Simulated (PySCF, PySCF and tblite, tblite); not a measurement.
# C5H11ClF2Si: conformers and averaged spectra

Which conformers does C5H11ClF2Si (`C[Si](C)(C)CC(F)(F)Cl`) populate, and what do their averaged NMR parameters look like?

Programs: PySCF 2.14.0 with density-fitted response routines of our own, and tblite 0.8.0. All values are computed, except where a source is named. Atoms count from 0 throughout.

## 1. The molecule as given

20 atoms, charge 0, multiplicity 1; geometry from: MMFF94s geometry.

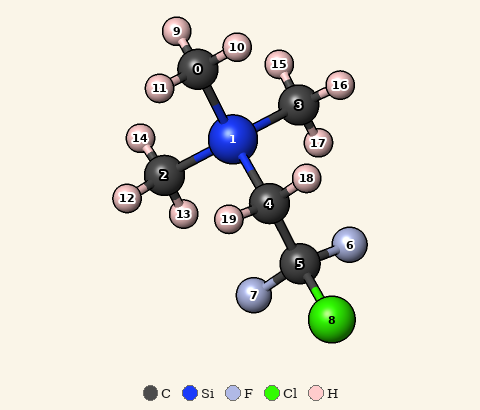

The starting geometry (carbon dark grey, silicon blue, fluorine light blue, chlorine green, hydrogen pink), atoms numbered.

## 2. GFN2-xTB relaxation, conformer 1

Job settings and geometry (Å):

```
{"job": {"xc": "GFN2-xTB", "basis": "xTB", "kind": "relax"}, "charge": 0, "multiplicity": 1}
C      1.870100    -0.409700     1.274800
Si     0.492100    -0.119000    -0.000600
C      1.007400     1.280600    -1.116600
C      0.256900    -1.683500    -0.996200
C     -1.099300     0.313700     0.958100
C     -2.316300     0.577700     0.072700
F     -2.596900    -0.505900    -0.684200
F     -2.065100     1.610500    -0.770300
Cl    -3.721000     0.971600     1.072800
H      2.796700    -0.663900     0.781500
H      1.591800    -1.227200     1.948800
H      2.019200     0.491600     1.875600
H      1.087900     2.218700    -0.546800
H      0.261100     1.434000    -1.912800
H      1.957700     1.081800    -1.593100
H      1.194500    -1.994400    -1.446300
H     -0.082400    -2.506000    -0.343200
H     -0.485400    -1.548200    -1.777600
H     -1.304000    -0.514900     1.638500
H     -0.870200     1.203400     1.562200
```

Started as:

```console
> OMP_NUM_THREADS=1 python ens_run.py task.json out
```

The driver reads the study from task.json and runs its stages one after another.

Log:

```text
step      E/eV     max force
  0    -872.05074    1.540
  1    -872.12108    0.694
  2    -872.15014    0.357
  3    -872.16577    0.246
  4    -872.17707    0.282
  5    -872.18437    0.222
  6    -872.19268    0.332
  7    -872.19886    0.261
  8    -872.20184    0.104
  9    -872.20265    0.041
 10    -872.20294    0.044
 11    -872.20313    0.038
 12    -872.20313    0.038
 13    -872.20321    0.024
 14    -872.20336    0.028
 15    -872.20347    0.042
 16    -872.20370    0.050
 17    -872.20389    0.038
 18    -872.20408    0.034
 19    -872.20423    0.030
 20    -872.20439    0.032
 21    -872.20456    0.044
 22    -872.20473    0.037
 23    -872.20488    0.032
 24    -872.20501    0.038
 25    -872.20512    0.032
 26    -872.20521    0.027
 27    -872.20527    0.020
 28    -872.20531    0.022
 29    -872.20535    0.017
 30    -872.20537    0.011
 31    -872.20538    0.006
 32    -872.20538    0.006
 33    -872.20539    0.005
 34    -872.20539    0.005
 35    -872.20540    0.005
 36    -872.20540    0.005
 37    -872.20540    0.005
 38    -872.20541    0.005
 39    -872.20541    0.005
 40    -872.20542    0.004
 41    -872.20542    0.004
```

Wall time 0.4 s (1 thread of Intel Xeon Platinum 8488C, shared host).

The energy fell by 0.155 eV, and the atoms moved 0.05 Å (root mean square).

GFN2-xTB relaxation, conformer 2:

Job settings and geometry (Å):

```
{"job": {"xc": "GFN2-xTB", "basis": "xTB", "kind": "relax"}, "charge": 0, "multiplicity": 1}
C     -0.106200     0.085000    -1.944300
Si    -0.433900    -0.222600    -0.133500
C     -2.264500    -0.021000     0.217400
C      0.050100    -1.978300     0.298100
C      0.498500     1.022100     0.953300
C      1.983300     1.213300     0.703100
F      2.394400     2.306400     1.411100
F      2.229900     1.514600    -0.592400
Cl     2.978200    -0.174700     1.200700
H     -0.360300     1.121300    -2.200300
H     -0.733600    -0.574500    -2.562700
H      0.930300    -0.097000    -2.193800
H     -2.497200    -0.198200     1.280400
H     -2.851200    -0.723600    -0.389100
H     -2.598800     1.006300    -0.034100
H     -0.016100    -2.151700     1.398200
H     -0.617200    -2.693500    -0.184300
H      1.070000    -2.213700    -0.017100
H      0.012600     1.995000     0.776600
H      0.326500     0.795600     2.009600
```

Log:

```text
step      E/eV     max force
  0    -872.02316    1.210
  1    -872.09796    0.546
  2    -872.11971    0.252
  3    -872.13174    0.276
  4    -872.14627    0.259
  5    -872.15389    0.226
  6    -872.16121    0.200
  7    -872.16659    0.160
  8    -872.16982    0.117
  9    -872.17118    0.076
 10    -872.17191    0.079
 11    -872.17252    0.072
 12    -872.17310    0.075
 13    -872.17367    0.066
 14    -872.17435    0.072
 15    -872.17520    0.078
 16    -872.17620    0.095
 17    -872.17717    0.082
 18    -872.17785    0.053
 19    -872.17826    0.045
 20    -872.17853    0.053
 21    -872.17875    0.052
 22    -872.17896    0.034
 23    -872.17896    0.034
 24    -872.17907    0.025
 25    -872.17929    0.026
 26    -872.17936    0.030
 27    -872.17954    0.030
 28    -872.17967    0.025
 29    -872.17981    0.025
 30    -872.17993    0.025
 31    -872.18004    0.022
 32    -872.18012    0.018
 33    -872.18019    0.019
 34    -872.18025    0.026
 35    -872.18034    0.028
 36    -872.18044    0.024
 37    -872.18054    0.023
 38    -872.18064    0.022
 39    -872.18074    0.024
 40    -872.18081    0.022
 41    -872.18086    0.014
 42    -872.18090    0.012
 43    -872.18093    0.021
 44    -872.18098    0.021
 45    -872.18103    0.020
 46    -872.18108    0.016
 47    -872.18111    0.016
 48    -872.18113    0.011
 49    -872.18115    0.013
 50    -872.18117    0.012
 51    -872.18119    0.019
 52    -872.18124    0.027
 53    -872.18131    0.027
 54    -872.18138    0.032
 55    -872.18144    0.027
 56    -872.18147    0.015
 57    -872.18150    0.015
 58    -872.18152    0.015
 59    -872.18155    0.022
 60    -872.18158    0.021
 61    -872.18162    0.020
 62    -872.18167    0.020
 63    -872.18173    0.020
 64    -872.18180    0.028
 65    -872.18189    0.028
 66    -872.18198    0.027
 67    -872.18210    0.031
 68    -872.18223    0.031
 69    -872.18235    0.025
 70    -872.18243    0.016
 71    -872.18248    0.017
 72    -872.18251    0.019
 73    -872.18255    0.019
 74    -872.18259    0.018
 75    -872.18263    0.014
 76    -872.18268    0.023
 77    -872.18275    0.023
 78    -872.18285    0.031
 79    -872.18300    0.039
 80    -872.18312    0.039
 81    -872.18334    0.035
 82    -872.18358    0.041
 83    -872.18398    0.055
 84    -872.18451    0.057
 85    -872.18485    0.086
 86    -872.18451    0.109
 87    -872.18553    0.038
 88    -872.18566    0.024
 89    -872.18579    0.020
 90    -872.18587    0.021
 91    -872.18592    0.024
 92    -872.18600    0.023
 93    -872.18607    0.019
 94    -872.18614    0.021
 95    -872.18619    0.016
 96    -872.18622    0.013
 97    -872.18627    0.016
 98    -872.18635    0.023
 99    -872.18647    0.032
100    -872.18663    0.031
101    -872.18679    0.033
102    -872.18700    0.034
103    -872.18724    0.034
104    -872.18755    0.041
105    -872.18778    0.038
106    -872.18796    0.031
107    -872.18807    0.025
108    -872.18818    0.025
109    -872.18827    0.023
110    -872.18836    0.022
111    -872.18845    0.018
112    -872.18854    0.021
113    -872.18863    0.022
114    -872.18870    0.019
115    -872.18879    0.021
116    -872.18888    0.020
117    -872.18896    0.020
118    -872.18903    0.022
119    -872.18914    0.025
120    -872.18930    0.029
121    -872.18953    0.048
122    -872.18981    0.066
123    -872.19019    0.052
124    -872.19078    0.054
125    -872.19128    0.048
126    -872.19169    0.066
127    -872.19226    0.055
128    -872.19264    0.038
129    -872.19296    0.041
130    -872.19311    0.043
131    -872.19322    0.059
132    -872.19355    0.051
133    -872.19374    0.050
134    -872.19390    0.038
135    -872.19406    0.028
136    -872.19413    0.022
137    -872.19419    0.017
138    -872.19426    0.025
139    -872.19437    0.028
140    -872.19448    0.028
141    -872.19459    0.025
142    -872.19466    0.022
143    -872.19473    0.025
144    -872.19478    0.018
145    -872.19486    0.016
146    -872.19491    0.020
147    -872.19498    0.025
148    -872.19505    0.024
149    -872.19512    0.019
150    -872.19519    0.018
151    -872.19524    0.017
152    -872.19526    0.020
153    -872.19528    0.008
154    -872.19529    0.008
155    -872.19531    0.007
156    -872.19533    0.008
157    -872.19535    0.009
158    -872.19536    0.011
159    -872.19538    0.009
160    -872.19539    0.007
161    -872.19541    0.009
162    -872.19542    0.010
163    -872.19544    0.014
164    -872.19547    0.016
165    -872.19550    0.013
166    -872.19553    0.010
167    -872.19555    0.011
168    -872.19558    0.012
169    -872.19561    0.013
170    -872.19565    0.012
171    -872.19568    0.010
172    -872.19570    0.009
173    -872.19572    0.010
174    -872.19574    0.008
175    -872.19575    0.009
176    -872.19577    0.009
177    -872.19579    0.009
178    -872.19582    0.015
179    -872.19586    0.016
180    -872.19589    0.013
181    -872.19592    0.012
182    -872.19594    0.009
183    -872.19596    0.009
184    -872.19597    0.009
185    -872.19599    0.007
186    -872.19600    0.008
187    -872.19601    0.009
188    -872.19603    0.008
189    -872.19604    0.008
190    -872.19605    0.007
191    -872.19606    0.005
192    -872.19607    0.005
193    -872.19607    0.005
194    -872.19607    0.007
195    -872.19608    0.006
196    -872.19608    0.004
```

Wall time 1.8 s (1 thread of Intel Xeon Platinum 8488C, shared host).

Gain 0.173 eV; displacement 0.34 Å root mean square.

## 3. Shieldings, conformer 1: PBE0/6-31G*

Job settings and geometry (Å):

```
{"job": {"xc": "PBE0", "basis": "6-31G*", "kind": "nmr", "pop": true}, "charge": 0, "multiplicity": 1}
C      1.861057    -0.406339     1.310359
Si     0.530728    -0.133101    -0.027338
C      1.003975     1.327704    -1.150546
C      0.241782    -1.732437    -1.016349
C     -1.070690     0.309762     0.972331
C     -2.257734     0.568669     0.106355
F     -2.579585    -0.488489    -0.666218
F     -2.062352     1.588503    -0.753759
Cl    -3.735704     0.977120     1.064708
H      2.811612    -0.662752     0.854957
H      1.594846    -1.214547     1.984521
H      2.017842     0.484171     1.911163
H      1.086304     2.253140    -0.587522
H      0.266974     1.487691    -1.931266
H      1.960853     1.150291    -1.632019
H      1.159948    -2.063014    -1.492370
H     -0.105482    -2.539207    -0.377018
H     -0.501378    -1.593134    -1.795178
H     -1.326666    -0.503523     1.648061
H     -0.901478     1.200173     1.574090
```

Log:

```text
coarse grid: 17672 points
cycle   1  E = -1145.7080802423  dE =  8.289e-01  |g| = 9.326e-01  |ddm| = 3.854e+00
cycle   2  E = -1145.5624911531  dE =  1.456e-01  |g| = 1.316e+00  |ddm| = 1.581e+00
cycle   3  E = -1145.8892105787  dE = -3.267e-01  |g| = 1.305e-01  |ddm| = 9.408e-01
cycle   4  E = -1145.8930557297  dE = -3.845e-03  |g| = 3.076e-02  |ddm| = 1.364e-01
cycle   5  E = -1145.8932683410  dE = -2.126e-04  |g| = 5.658e-03  |ddm| = 3.091e-02
cycle   6  E = -1145.8932769295  dE = -8.589e-06  |g| = 8.970e-04  |ddm| = 8.432e-03
final grid: 162016 points
cycle   7  E = -1145.8336406572  dE = -3.282e-05  |g| = 1.060e-02  |ddm| = 2.519e-02
cycle   8  E = -1145.8336289080  dE =  1.175e-05  |g| = 1.348e-02  |ddm| = 1.885e-02
cycle   9  E = -1145.8336666213  dE = -3.771e-05  |g| = 1.295e-03  |ddm| = 9.964e-03
cycle  10  E = -1145.8336669622  dE = -3.409e-07  |g| = 1.659e-04  |ddm| = 1.077e-03
cycle  11  E = -1145.8336669678  dE = -5.560e-09  |g| = 5.090e-05  |ddm| = 1.890e-04
cycle  12  E = -1145.8336669684  dE = -5.903e-10  |g| = 1.359e-05  |ddm| = 6.342e-05
converged SCF energy = -1145.8336669684

GIAO shielding tensors (ppm)
atom      isotropic    diamagn.    paramagn.     s11        s22        s33       span
  0 C      196.742     251.627     -54.884    193.919    194.109    202.198      8.279
  1 Si     410.175     882.421    -472.246    399.566    407.908    423.051     23.484
  2 C      196.561     252.125     -55.564    193.789    195.379    200.515      6.726
  3 C      196.555     252.125     -55.570    193.795    195.350    200.519      6.724
  4 C      160.957     254.639     -93.682    139.767    153.150    189.955     50.189
  5 C       60.279     240.203    -179.923     55.761     55.932     69.144     13.383
  6 F      246.134     475.031    -228.897    166.258    255.346    316.799    150.541
  7 F      246.104     475.021    -228.917    166.248    255.386    316.679    150.431
  8 Cl     594.279    1143.511    -549.232    339.365    387.991   1055.479    716.114
  9 H       32.454      30.485       1.969     27.974     29.819     39.567     11.593
 10 H       32.481      30.960       1.521     27.984     30.338     39.122     11.138
 11 H       32.482      30.960       1.522     27.983     30.337     39.124     11.141
 12 H       32.306      31.293       1.013     28.374     29.791     38.754     10.380
 13 H       32.048      31.491       0.557     27.259     31.027     37.859     10.600
 14 H       32.457      30.771       1.686     27.888     29.719     39.764     11.876
 15 H       32.457      30.772       1.685     27.890     29.719     39.761     11.871
 16 H       32.307      31.293       1.014     28.377     29.787     38.756     10.380
 17 H       32.048      31.492       0.556     27.251     31.031     37.861     10.610
 18 H       30.673      31.957      -1.284     26.310     32.028     33.681      7.371
 19 H       30.674      31.958      -1.284     26.316     32.026     33.681      7.365
```

It took 27 s on 1 thread of Intel Xeon Platinum 8488C, shared host; peak memory 0.83 GiB.

Key values: HOMO -8.29 eV, LUMO 0.63 eV; dipole 2.83 D.

(Part 1 of 2 ends here.)
